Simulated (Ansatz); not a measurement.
```xyz
12

C    -1.3174   -0.5145   -0.8262
C    -0.4042   -0.4957    0.3952
C     0.9638   -0.0121    0.0635
C     1.5794    1.0599    0.5383
Cl    0.8953    2.1402    1.6977
H    -1.4467    0.4918   -1.2302
H    -2.3035   -0.9065   -0.5685
H    -0.9047   -1.1421   -1.6203
H    -0.3282   -1.5106    0.8030
H    -0.8364    0.1281    1.1799
H     1.5268   -0.5892   -0.6675
H     2.5760    1.3507    0.2350
```

Geometry: PBE0-D4/def2-TZVP.

Level of theory: Ansatz 0.2.0, RKS PBE0-D4/def2-TZVPP.

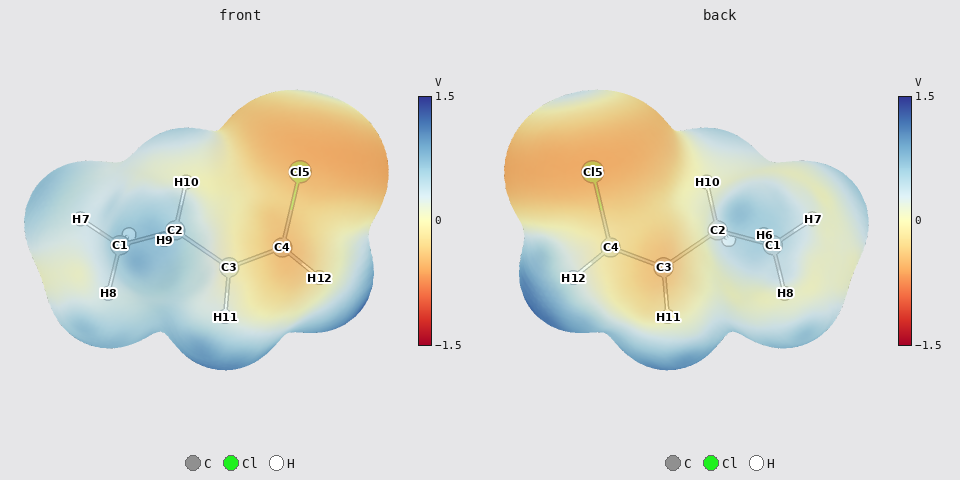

C4H7Cl (SMILES CC/C=C\Cl). The electrostatic potential painted on the density surface at 0.002 e/bohr³, seen from the front and from behind; the colour scale runs from red (negative) to blue (positive).

Question: Which sites attract a positive test charge, and which a negative one?

Answer: A positive charge is drawn to the negative regions and a negative charge to the positive ones. The most negative region (about −0.6 V, or −14 kcal/mol for a unit charge) lies over Cl5, the most positive (about +1.2 V, or +28 kcal/mol for a unit charge) over H12. Cl5 shows a σ-hole: about +0.3 V, or +7 kcal/mol for a unit charge at the tip opposite its bond, against about −0.4 V, or −9 kcal/mol for a unit charge on its flanks.
